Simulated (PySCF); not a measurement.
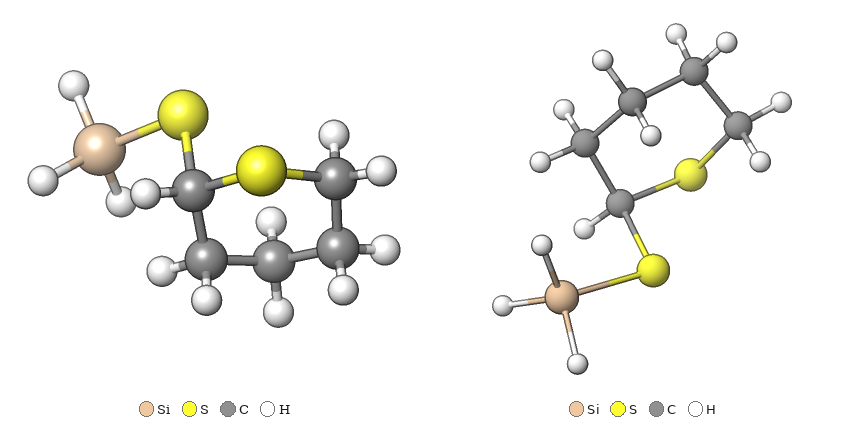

Both panels show the same species.

Give the formula.

C₅H₁₂S₂Si, 20 atoms: 5 carbon, 12 hydrogen, 2 sulfur and 1 silicon.

Count the bonded pairs by element.

9 C–H, 4 C–C, 3 C–S, 3 Si–H, 1 S–Si.

The parts below concern this one geometry. Atoms keep their numbers from picture to picture. The computed structure is the end point of a PBE0-D3(BJ)/def2-SVP optimisation. No frequency run is at hand to confirm it as a minimum.

## Geometry

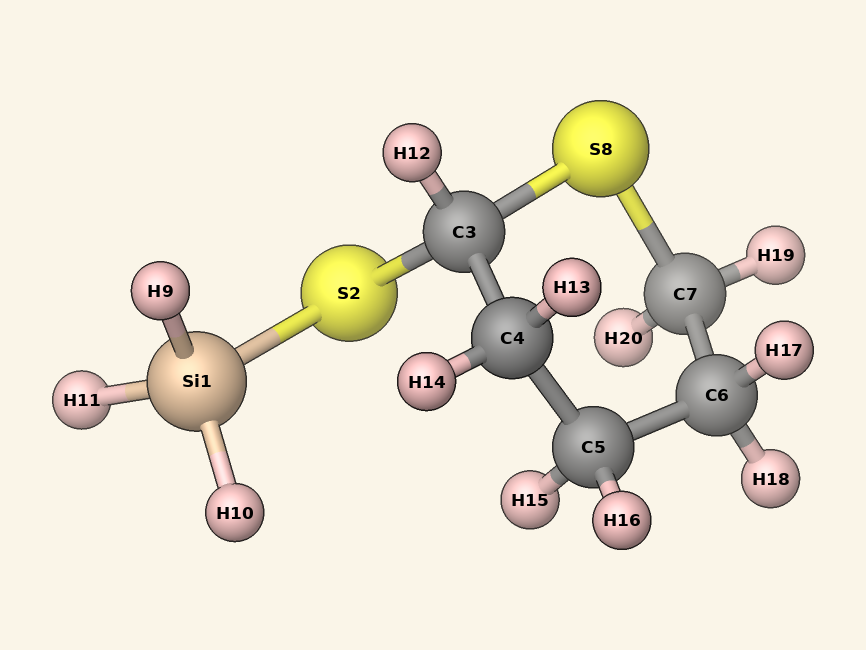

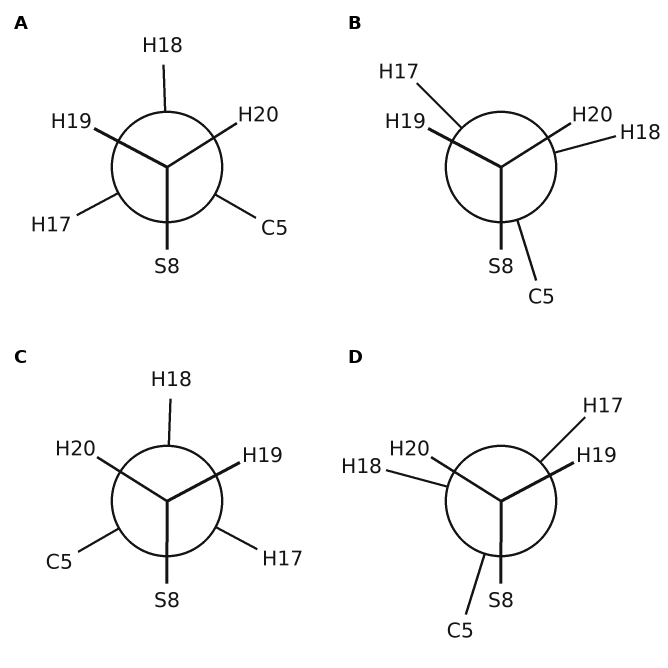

Atoms fade into the background with distance from the viewer. Bonds that would overlap in a projection are set slightly apart. No frequency run is at hand to confirm it as a minimum.

Which Newman projection shows the view along C7–C6, with C7 in front?

C. The torsion angle S8–C7–C6–C5 is 60°, synclinal (gauche).

## Core levels

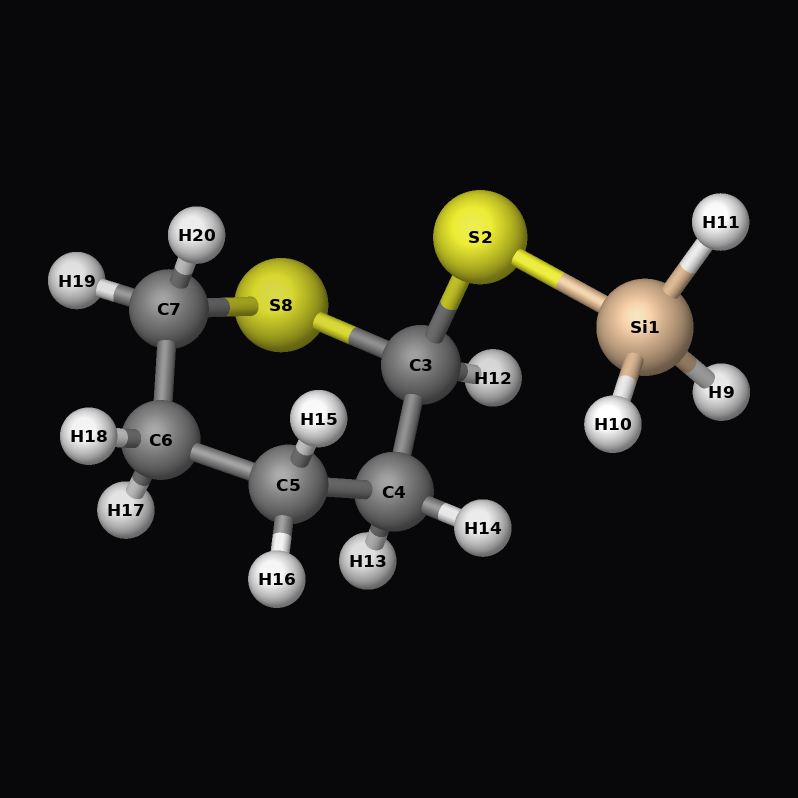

No frequency run is at hand to confirm it as a minimum. Method: delta-SCF UKS SCAN, pcX-2 on the ionised atom, pcseg-1 elsewhere, spin-free X2C (PySCF 2.14.0).

Give the core-electron binding energies (to vacuum; p and d levels without spin–orbit splitting) of Si1 1s, Si1 2p, S2 1s, S2 2p, C3 1s, C4 1s, C5 1s, C6 1s, C7 1s, S8 1s, S8 2p.

| atom | level | binding energy (eV) |
| --- | --- | --- |
| Si1 | 1s | 1846.8 |
| Si1 | 2p | 107.2 |
| S2 | 1s | 2476.3 |
| S2 | 2p | 169.0 |
| C3 | 1s | 291.6 |
| C4 | 1s | 290.8 |
| C5 | 1s | 290.6 |
| C6 | 1s | 290.7 |
| C7 | 1s | 291.0 |
| S8 | 1s | 2476.7 |
| S8 | 2p | 169.3 |

## NMR shielding

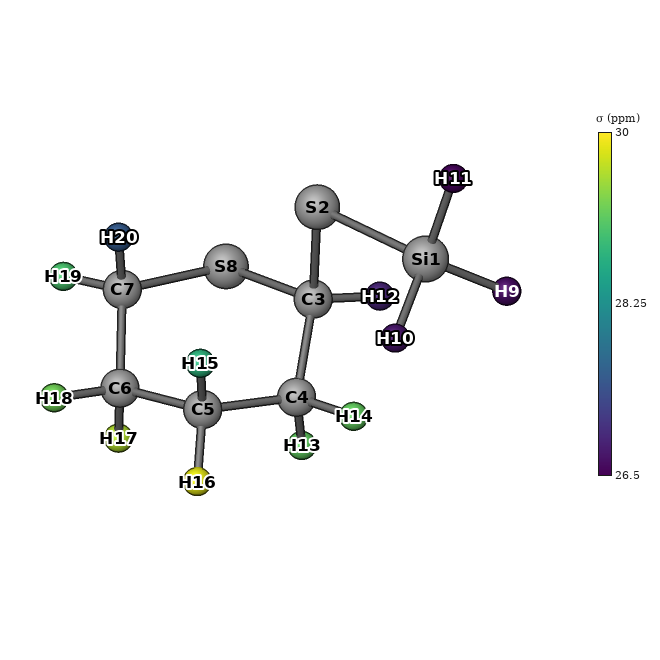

Atoms are coloured by their isotropic NMR shieldings (H only, the others grey). No frequency run is at hand to confirm it as a minimum. Properties computed with GIAO KT2/pcSseg-1 NMR shielding, non-relativistic, gas phase (PySCF 2.14.0).

Give the isotropic NMR shieldings of the H atoms atom by atom.

| atom | σ (ppm) |
| --- | --- |
| H9 | 26.63 |
| H10 | 26.72 |
| H11 | 26.54 |
| H12 | 26.86 |
| H13 | 29.14 |
| H14 | 29.16 |
| H15 | 28.76 |
| H16 | 29.84 |
| H17 | 29.58 |
| H18 | 29.24 |
| H19 | 28.99 |
| H20 | 27.51 |

## Ring current

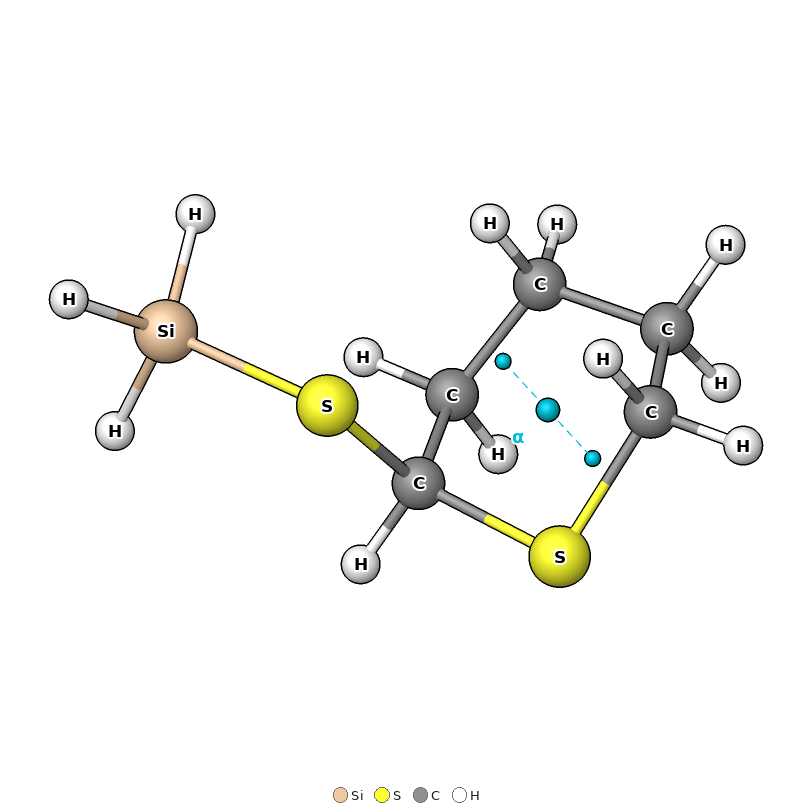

The small points mark where nucleus-independent chemical shifts (NICS) were computed: at the centre of each lettered ring and 1 Å above and below it. No frequency run is at hand to confirm it as a minimum. Properties computed with GIAO PBE0/pcSseg-1 NMR shielding, non-relativistic, IEF-PCM chloroform (PySCF 2.14.0).

Give NICS(0), NICS(1) and the out-of-plane component NICS(1)zz for each ring (means of the two sides).

```csv
ring,members,NICS(0),NICS(1),NICS(1)zz
α,C5S,−2.3,−1.8,3.3
```

Values in ppm.

What do the values say about the ring currents?

Ring α: weak, as in a non-aromatic ring. NICS is one index among several.
